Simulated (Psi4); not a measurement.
**triplet BBrCl2 at 5 levels**

Wanted: a comparison of 5 runs (UB3LYP/cc-pVDZ, UBHLYP/cc-pVDZ, UCAM-B3LYP/cc-pVDZ, UM06-2X/cc-pVDZ, UPBE0/cc-pVDZ) of triplet BBrCl2. 

Program for the calculation: Psi4 1.11.

4 further runs of the same task are left out: 4 that didn't finish.

## (1) The structure to begin with

The species is BBrCl2 (4 atoms), meant as a triplet with charge 0. As SMILES of the parent species, `ClB(Cl)Br`. The coordinates come from a PBE0-D4/def2-TZVP relaxation. That shape belongs to the parent species and isn't relaxed for this state.

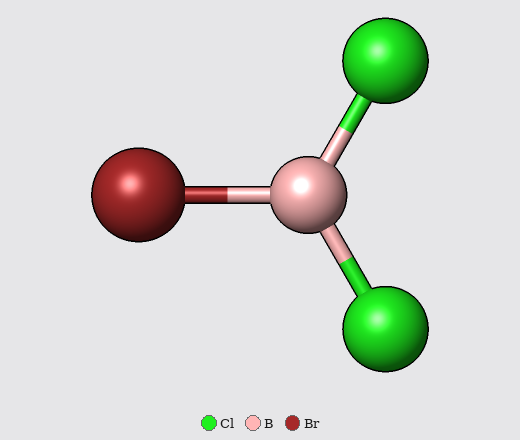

Viewed from a chosen angle; chlorine green, boron pink, bromine red.

## (2) The energy at UB3LYP/cc-pVDZ (run 1)

job.json

```json
{
  "schema_name": "qcschema_input",
  "schema_version": 1,
  "molecule": {
    "schema_name": "qcschema_molecule",
    "schema_version": 2,
    "symbols": ["Cl", "B", "Cl", "Br"],
    "geometry": [1.10000958, 1.2585576, 2.85499823, 0.07029781, -0.07199857, 0.04176295, 0.83960532, -3.17322811, -0.69088387, -1.90503291, 1.87290756, -2.24423875],
    "molecular_charge": 0,
    "molecular_multiplicity": 3,
    "fix_symmetry": "c1",
    "fix_com": true,
    "fix_orientation": true
  },
  "driver": "energy",
  "model": {
    "method": "b3lyp",
    "basis": "cc-pVDZ"
  },
  "keywords": {
    "reference": "uks",
    "puream": true,
    "e_convergence": 1e-09,
    "d_convergence": 1e-08,
    "scf_type": "pk",
    "dft_radial_points": 99,
    "dft_spherical_points": 590,
    "maxiter": 200
  }
}
```

Launch:

```console
$ psi4 --qcschema job.json -n 1 --memory 1600MB
```

stdout:

```text
[...]
  Running in c1 symmetry.
[...]
  Nuclear repulsion =  351.409228964059366
[...]
  Multiplicity = 3
[...]
  Nalpha       = 38
  Nbeta        = 36
[...]
    Number of basis functions: 77
[...]
   @UKS iter   1: -3519.19217720714960   -9.68923e-01   8.33471e-03 ADIIS/DIIS
[...]
   @UKS iter  15: -3519.36931154301919    9.09495e-13   1.06545e-09 DIIS
[...]
   @S^2 Observed:                2.005787115E+00
[...]
    Orbital Energies [Eh]
    ---------------------
    Alpha Occupied:
       1A   -482.935430     2A   -101.571919     3A   -101.571908
       4A    -62.586543     5A    -56.403557     6A    -56.401402
       7A    -56.399657     8A     -9.489858     9A     -9.489807
      10A     -8.767489    11A     -7.249178    12A     -7.249167
      13A     -7.247877    14A     -7.247869    15A     -7.242379
      16A     -7.242371    17A     -6.808480    18A     -6.594783
      19A     -6.590341    20A     -6.582739    21A     -2.706448
      22A     -2.705914    23A     -2.699766    24A     -2.697031
      25A     -2.695750    26A     -0.887836    27A     -0.849952
      28A     -0.831867    29A     -0.522081    30A     -0.447997
      31A     -0.444710    32A     -0.402686    33A     -0.366477
      34A     -0.359358    35A     -0.346513    36A     -0.341619
[...]
  @UKS Final Energy: -3519.36931154301919
   => Energetics <=
    Nuclear Repulsion Energy =            351.4092289640593663
    One-Electron Energy =               -5585.2217534445699130
    Two-Electron Energy =                1836.6991917674292836
    DFT Exchange-Correlation Energy =    -122.2559788299382291
    Empirical Dispersion Energy =           0.0000000000000000
    VV10 Nonlocal Energy =                  0.0000000000000000
    Total Energy =                      -3519.3693115430191938
[...]
 Multipole Moments:
 ------------------------------------------------------------------------------------
     Multipole            Electronic (a.u.)      Nuclear  (a.u.)        Total (a.u.)
 ------------------------------------------------------------------------------------
 L = 1.  Multiply by 2.5417464519 to convert [e a0] to [Debye]
 Dipole X            :         33.1085039          -33.3512095           -0.2427056
 Dipole Y            :        -32.4032287           32.6423731            0.2391444
 Dipole Z            :         41.2684636          -41.5495974           -0.2811337
 Magnitude           :                                                    0.4417377
[...]
```

The result, in JSON:

```text
{
 "driver": "energy",
 "model": {
  "method": "b3lyp",
  "basis": "cc-pVDZ"
 },
 "success": true,
 "return_result": -3519.369311543019,
 "properties": {
  "calcinfo_nbasis": 77,
  "calcinfo_nmo": 77,
  "calcinfo_nalpha": 38,
  "calcinfo_nbeta": 36,
  "calcinfo_natom": 4,
  "nuclear_repulsion_energy": 351.40922896405937,
  "return_energy": -3519.369311543019,
  "scf_one_electron_energy": -5585.22175344457,
  "scf_two_electron_energy": 1836.6991917674293,
  "scf_xc_energy": -122.25597882993823,
  "scf_dipole_moment": [-0.24270564778105808, 0.23914435402559775, -0.2811337308650437],
  "scf_total_energy": -3519.369311543019,
  "scf_iterations": 15
 }
}
```

Wall time 43 s (1 thread of Intel Xeon Platinum 8259CL at 2.50GHz (Skylake/Cascade Lake), shared host); peak memory 0.94 GiB.

## (3) Energy and gradient at UBHLYP/cc-pVDZ (run 2)

bbrcl2.in

```
memory 1600 mb

molecule m {
  0 3
  Cl     1.10000958     1.25855760     2.85499823
  B      0.07029781    -0.07199857     0.04176295
  Cl     0.83960532    -3.17322811    -0.69088387
  Br    -1.90503291     1.87290756    -2.24423875
  units au
  symmetry c1
}

set {
  basis cc-pVDZ
  reference uks
  puream true
  e_convergence 1e-09
  d_convergence 1e-08
  scf_type pk
  dft_radial_points 99
  dft_spherical_points 590
  maxiter 200
}

result, w = gradient("bhhlyp", return_wfn=True)
oeprop(w, "WIBERG_LOWDIN_INDICES", "MULLIKEN_CHARGES", "LOWDIN_CHARGES", title="BHHLYP")
```

Launch:

```console
$ psi4 -n 1 bbrcl2.in bbrcl2.out
```

bbrcl2.out, shortened:

```text
[...]
  Running in c1 symmetry.
[...]
  Nuclear repulsion =  351.409228964059366
[...]
  Multiplicity = 3
[...]
  Nalpha       = 38
  Nbeta        = 36
[...]
    Number of basis functions: 77
[...]
   @UKS iter   1: -3519.15171892525586   -1.14542e+00   7.24105e-03 DIIS/ADIIS
[...]
   @UKS iter  17: -3519.27953529455135   -4.09273e-12   2.60435e-09 DIIS
[...]
   @S^2 Observed:                2.011225905E+00
[...]
  @UKS Final Energy: -3519.27953529455135
   => Energetics <=
    Nuclear Repulsion Energy =            351.4092289640593663
    One-Electron Energy =               -5585.0182437746816504
    Two-Electron Energy =                1791.9472171952243116
    DFT Exchange-Correlation Energy =     -77.6177376791529809
    Empirical Dispersion Energy =           0.0000000000000000
    VV10 Nonlocal Energy =                  0.0000000000000000
    Total Energy =                      -3519.2795352945508967
[...]
 Multipole Moments:
 ------------------------------------------------------------------------------------
     Multipole            Electronic (a.u.)      Nuclear  (a.u.)        Total (a.u.)
 ------------------------------------------------------------------------------------
 L = 1.  Multiply by 2.5417464519 to convert [e a0] to [Debye]
 Dipole X            :         -5.0003234            4.4863051           -0.5140183
 Dipole Y            :          4.9228783           -4.4166878            0.5061905
 Dipole Z            :         -5.7858872            5.1907745           -0.5951127
 Magnitude           :                                                    0.9352020
[...]
  -Total Gradient:
     Atom            X                  Y                   Z
    ------   -----------------  -----------------  -----------------
       1       -0.004794704262    -0.018401977822    -0.021525019792
       2       -0.005679440392     0.005655697226    -0.006601911094
       3       -0.002214213759     0.025246245140     0.013427051529
       4        0.012692918117    -0.012504411600     0.014705110404
[...]
  Mulliken Charges: (a.u.)
   Center  Symbol    Alpha    Beta     Spin     Total
       1    CL     8.63734  8.39600  0.24133 -0.03334
       2     B     2.99898  2.16180  0.83718 -0.16078
       3    CL     8.63740  8.39593  0.24147 -0.03333
       4    BR    17.72629 17.04627  0.68002  0.22745
   Total alpha = 38.00000, Total beta = 36.00000, Total charge =  0.00000
[...]
```

Run time: 2.4 min. Hardware: 1 thread of Intel Xeon Platinum 8259CL at 2.50GHz (Skylake/Cascade Lake), shared host; peak memory 0.94 GiB.

Run 3 isn't shown in full; the table further down has it.

## (4) Energy and gradient at UM06-2X/cc-pVDZ (run 4)

job.py

```python
import psi4

psi4.set_memory('1600 MB')
psi4.set_num_threads(1)
psi4.core.set_output_file('output.dat', False)

geom = psi4.geometry("""
0 3
Cl
B 1 1.734618
Cl 2 1.734719 1 120.13863
Br 2 1.901389 1 119.93408 3 -179.98338
symmetry c1
no_reorient
no_com
""")

psi4.set_options({
    'reference': 'uks',
    'puream': True,
    'e_convergence': 1e-09,
    'd_convergence': 1e-08,
    'scf_type': 'pk',
    'dft_radial_points': 99,
    'dft_spherical_points': 590,
    'maxiter': 200,
})

e_tot, wfn = psi4.gradient("m06-2x/cc-pVDZ", molecule=geom, return_wfn=True)
psi4.oeprop(wfn, "MULLIKEN_CHARGES", "LOWDIN_CHARGES", "QUADRUPOLE", title="M06-2X")
print('gradient / Eh bohr^-1')
print(e_tot.np.round(6))
print(f'energy = {wfn.energy():.10f} Eh')
```

Launch:

```console
$ python job.py
```

output.dat, shortened:

```text
[...]
  Running in c1 symmetry.
[...]
  Nuclear repulsion =  351.409230160334801
[...]
  Multiplicity = 3
[...]
  Nalpha       = 38
  Nbeta        = 36
[...]
    Number of basis functions: 77
[...]
   @UKS iter   1: -3519.17739804720577   -1.15052e+00   7.13597e-03 DIIS/ADIIS
[...]
   @UKS iter  18: -3519.30009011527591    0.00000e+00   3.15065e-09 DIIS
[...]
   @S^2 Observed:                2.008666994E+00
[...]
  @UKS Final Energy: -3519.30009011527591
   => Energetics <=
    Nuclear Repulsion Energy =            351.4092301603348005
    One-Electron Energy =               -5585.0441494414362751
    Two-Electron Energy =                1786.0319519147233223
    DFT Exchange-Correlation Energy =     -71.6971227488979963
    Empirical Dispersion Energy =           0.0000000000000000
    VV10 Nonlocal Energy =                  0.0000000000000000
    Total Energy =                      -3519.3000901152759070
[...]
  -Total Gradient:
     Atom            X                  Y                   Z
    ------   -----------------  -----------------  -----------------
       1        0.000009745841    -0.007267181803     0.028104231566
       2       -0.000033194472     0.005466915114     0.003110587216
       3        0.000009745495     0.020615315617    -0.020376450881
       4        0.000014267475    -0.018746399703    -0.010798912352
[...]
 Multipole Moments:
 ------------------------------------------------------------------------------------
     Multipole            Electronic (a.u.)      Nuclear  (a.u.)        Total (a.u.)
 ------------------------------------------------------------------------------------
 L = 1.  Multiply by 2.5417464519 to convert [e a0] to [Debye]
 Dipole X            :         -0.0017258            0.0013824           -0.0003435
 Dipole Y            :          7.7383282           -7.0712102            0.6671179
 Dipole Z            :          4.4556190           -4.0713879            0.3842311
 Magnitude           :                                                    0.7698571
 L = 2.  Multiply by 1.3450342976 to convert [e a0^2] to [Debye ang]
 Quadrupole XX       :        -37.3924390            0.0000151          -37.3924239
 Quadrupole XY       :          0.0723439           -0.0725993           -0.0002555
[...]
  Mulliken Charges: (a.u.)
   Center  Symbol    Alpha    Beta     Spin     Total
[...]
```

Standard output:

```text
gradient / Eh bohr^-1
[[ 1.0000e-05 -7.2670e-03  2.8104e-02]
 [-3.3000e-05  5.4670e-03  3.1110e-03]
 [ 1.0000e-05  2.0615e-02 -2.0376e-02]
 [ 1.4000e-05 -1.8746e-02 -1.0799e-02]]
energy = -3519.3000901153 Eh
```

Wall time 2.9 min (1 thread of Intel Xeon Platinum 8259CL at 2.50GHz (Skylake/Cascade Lake), shared host); peak memory 1 GiB.

## (5) A single-point energy at UPBE0/cc-pVDZ (run 5)

input.inp

```
memory 1600 MB

molecule m {
  0 3
  Cl     1.10000958     1.25855760     2.85499823
  B      0.07029781    -0.07199857     0.04176295
  Cl     0.83960532    -3.17322811    -0.69088387
  Br    -1.90503291     1.87290756    -2.24423875
  units au
  symmetry c1
  no_reorient
  no_com
}

set reference uks
set puream true
set e_convergence 1e-09
set d_convergence 1e-08
set scf_type pk
set dft_radial_points 99
set dft_spherical_points 590
set maxiter 200

energy_value, wavefunction = energy("pbe0/cc-pVDZ", return_wfn=True)
oeprop(wavefunction, "WIBERG_LOWDIN_INDICES", "DIPOLE", "MAYER_INDICES")
```

Launch:

```console
$ psi4 -i input.inp -o input.out -n 1
```

input.out:

```text
[...]
  Running in c1 symmetry.
[...]
  Nuclear repulsion =  351.409228964059366
[...]
  Multiplicity = 3
[...]
  Nalpha       = 38
  Nbeta        = 36
[...]
    Number of basis functions: 77
[...]
   @UKS iter   1: -3518.52020054329432   -1.00285e+00   8.04042e-03 DIIS/ADIIS
[...]
   @UKS iter  15: -3518.68282746880186    4.54747e-13   3.37633e-09 DIIS
[...]
   @S^2 Observed:                2.007226389E+00
[...]
    Orbital Energies [Eh]
    ---------------------
    Alpha Occupied:
       1A   -483.349578     2A   -101.745556     3A   -101.745542
       4A    -62.752022     5A    -56.526838     6A    -56.524374
       7A    -56.522696     8A     -9.561208     9A     -9.561163
      10A     -8.857599    11A     -7.292827    12A     -7.292813
      13A     -7.291391    14A     -7.291380    15A     -7.286021
      16A     -7.286011    17A     -6.844050    18A     -6.666935
      19A     -6.661484    20A     -6.654003    21A     -2.749232
      22A     -2.748607    23A     -2.742409    24A     -2.739088
      25A     -2.737868    26A     -0.911065    27A     -0.870998
      28A     -0.855291    29A     -0.540671    30A     -0.463599
      31A     -0.461125    32A     -0.419106    33A     -0.382719
      34A     -0.372383    35A     -0.359623    36A     -0.358005
[...]
  @UKS Final Energy: -3518.68282746880186
   => Energetics <=
    Nuclear Repulsion Energy =            351.4092289640593663
    One-Electron Energy =               -5585.0881334927253192
    Two-Electron Energy =                1829.1389868649760047
    DFT Exchange-Correlation Energy =    -114.1429098051115290
    Empirical Dispersion Energy =           0.0000000000000000
    VV10 Nonlocal Energy =                  0.0000000000000000
    Total Energy =                      -3518.6828274688018610
[...]
 Multipole Moments:
 ------------------------------------------------------------------------------------
     Multipole            Electronic (a.u.)      Nuclear  (a.u.)        Total (a.u.)
 ------------------------------------------------------------------------------------
 L = 1.  Multiply by 2.5417464519 to convert [e a0] to [Debye]
 Dipole X            :         33.0693040          -33.3512095           -0.2819055
 Dipole Y            :        -32.3646449           32.6423731            0.2777281
 Dipole Z            :         41.2230933          -41.5495974           -0.3265041
 Magnitude           :                                                    0.5130386
[...]
```

It took 42 s on 1 thread of Intel Xeon Platinum 8259CL at 2.50GHz (Skylake/Cascade Lake), shared host; peak memory 0.94 GiB.

## (6) The series

| run | level | task | energy (Eh) | dipole moment (D) | HOMO energy (eV) | ⟨S²⟩ | wall time |
| --- | --- | --- | --- | --- | --- | --- | --- |
| 1 | UB3LYP/cc-pVDZ | energy | -3519.369312 | 1.12 | -3.18 | 2.006 | 43 s |
| 2 | UBHLYP/cc-pVDZ | gradient | -3519.279535 | 2.38 | -4.39 | 2.011 | 2.4 min |
| 3 | UCAM-B3LYP/cc-pVDZ | energy | -3519.434763 | 1.77 | -4.65 | 2.008 | 77 s |
| 4 | UM06-2X/cc-pVDZ | gradient | -3519.300090 | 1.96 | -4.29 | 2.009 | 2.9 min |
| 5 | UPBE0/cc-pVDZ | energy | -3518.682827 | 1.30 | -3.49 | 2.007 | 42 s |

## (7) Results

| quantity | value |
| --- | --- |
| run 5: total energy | -3518.68283 Eh |
| run 5: dipole moment | 1.30 D |
| run 5: HOMO energy (highest over α and β) | -3.49 eV |
| run 5: ⟨S²⟩ | 2.007 |

What this shows: The dipole moment (its size) runs from 1.12 D (UB3LYP/cc-pVDZ) to 2.38 D (UBHLYP/cc-pVDZ). Totals of different functionals can't be ranked against each other. All runs together took 8 min, the longest 2.9 min.
